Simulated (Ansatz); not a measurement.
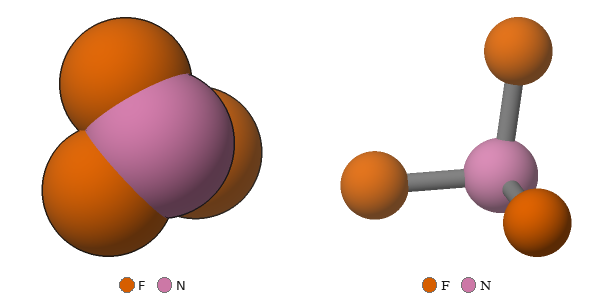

The same structure drawn twice, from different directions.

The geometry was computed by an optimisation with PBE0-D4/def2-TZVP.

Description:

It has 4 atoms: 1 nitrogen and 3 fluorine (NF3). SMILES: `FN(F)F`. The point group is C3v. Coordination: 1 N trigonal pyramidal.

The parts below concern this one geometry. Atoms keep their numbers from picture to picture.

### Shape

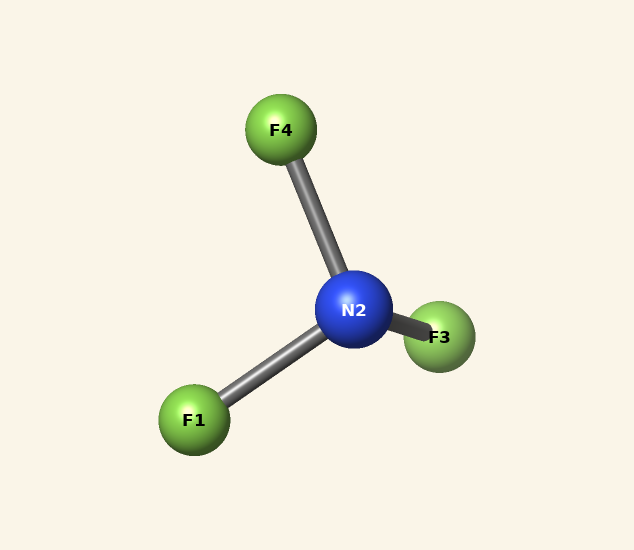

The atoms are numbered.

Give these bond angles: F1–N2–F3.

| angle | degrees |
| --- | --- |
| F1–N2–F3 | 102.1 |

### Electronic properties

Method: RKS SPW92 (LDA)/def2-TZVPP (Ansatz 0.2.0).

Predict the main results.

- HOMO energy (Kohn–Sham orbital): −8.49 eV
- LUMO energy (Kohn–Sham orbital): −1.09 eV
- HOMO–LUMO gap: 7.41 eV

### Thermal motion

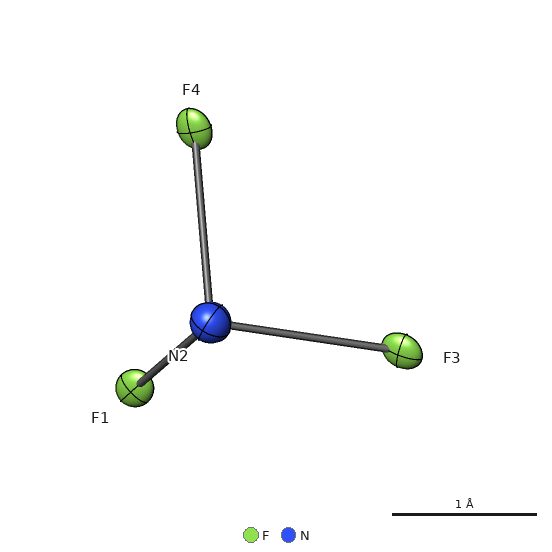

Displacement ellipsoids at the 50 % level, enlarged 3 times, from the internal vibrations of the free molecule (harmonic, no overall translation or rotation; no half-axis is drawn under 0.075 Å). Vibrations computed with RKS PBE0-D4/def2-TZVP (Ansatz 0.2.0). Temperature: 298 K.

Give the displacement parameters, one line for each set of equivalent atoms.

```
      atom  U_eq (Å²)   rms amplitudes (Å)
F1, F3, F4    0.00067  0.011, 0.028, 0.033
        N2     0.0010  0.031, 0.032, 0.032
```

### Charges

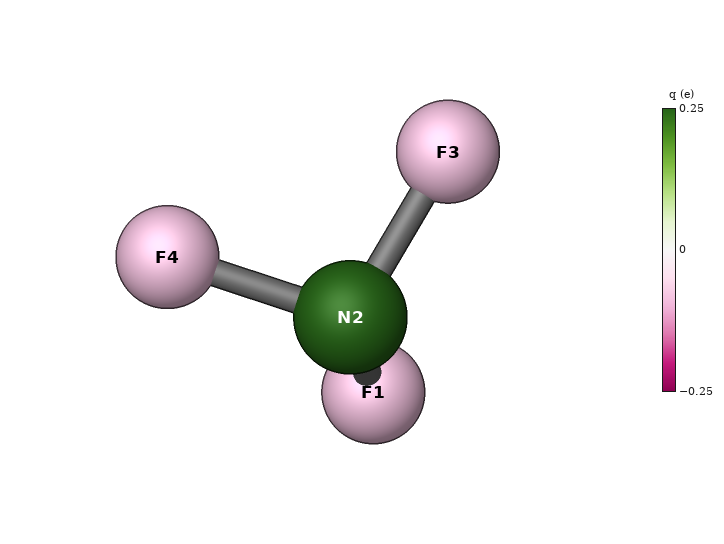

Atoms are coloured by their Mulliken charges. Method: RKS PBE0-D4/def2-TZVP (Ansatz 0.2.0).

Give the Mulliken charges atom by atom.

| atom | value (e) |
| --- | --- |
| F1 | −0.08 |
| N2 | 0.25 |
| F3 | −0.08 |
| F4 | −0.08 |

Mulliken values depend strongly on the basis set and can even reverse the polarity of a bond.
